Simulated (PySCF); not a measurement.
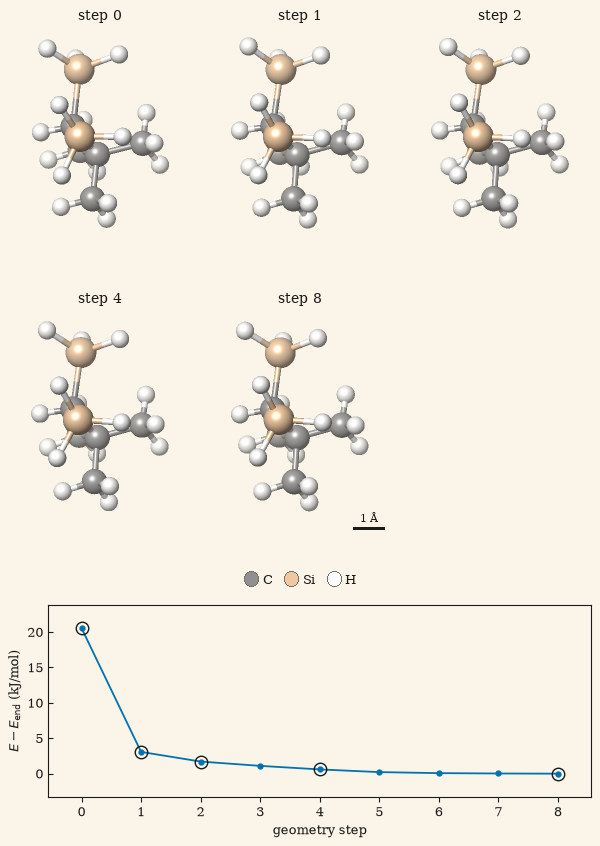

Frames of a relaxation of C₅H₁₆Si₂, marked on the history of the run. Style: ball-and-stick. Shown from a free direction.

The start comes from GFN2-xTB. Its atoms were then displaced at random by about 0.01 Å.

Computed with PySCF 2.14.0, density-fitted response routines, PBE0-D3(BJ)/def2-SVP geometry optimisation, gas phase. 

### What happens along the run?

The atom that moves furthest after the best rigid fit is an H atom (0.24 Å). Largest moves by element: H 0.24 Å, C 0.07 Å, Si 0.06 Å. Some distances before and after: H–Si 1.437 → 1.495 Å, H–Si 1.458 → 1.496 Å, C–H 1.138 → 1.102 Å, C–H 1.074 → 1.102 Å. Bond angles that change, for instance: H–C–H 112.1° → 107.9°, C–C–H 107.9° → 110.6°, H–C–H 105.7° → 107.9°. Over 8 geometry steps the energy falls by 20.6 kJ/mol. From step 0 to 1: H atoms move most (0.25 Å), energy −17.5 kJ/mol. From step 1 to 2: an H atom moves most (0.05 Å), energy −1.36 kJ/mol. From step 2 to 4: an H atom moves most (0.13 Å), energy −1.11 kJ/mol. From step 4 to 8: an H atom moves most (0.10 Å), energy −0.60 kJ/mol.

```json
{"step": "0", "E − E(0), kJ/mol": "0.00"}
{"step": "1", "E − E(0), kJ/mol": "-17.49"}
{"step": "2", "E − E(0), kJ/mol": "-18.86"}
{"step": "3", "E − E(0), kJ/mol": "-19.47"}
{"step": "4", "E − E(0), kJ/mol": "-19.97"}
{"step": "5", "E − E(0), kJ/mol": "-20.35"}
{"step": "6", "E − E(0), kJ/mol": "-20.49"}
{"step": "7", "E − E(0), kJ/mol": "-20.54"}
{"step": "8", "E − E(0), kJ/mol": "-20.57"}
```
